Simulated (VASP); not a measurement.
Band structure of Hf (hcp). Level of theory: SCAN meta-GGA, VASP's PBE PAW potentials (set 64) (plane waves; VASP).

Unless said otherwise, spin-orbit coupling is left out, though it shifts the bands of the heavy elements here.

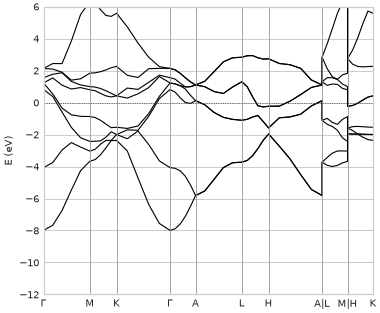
Figure. Bands along high-symmetry lines, zero at the valence-band maximum or, without a gap, the Fermi level

Question: Read the plot: is there a gap, and where are the band edges?

Answer: It has no gap at this level: it comes out as a metal or semimetal.

The compound is Hf in the hcp structure. It was relaxed first.
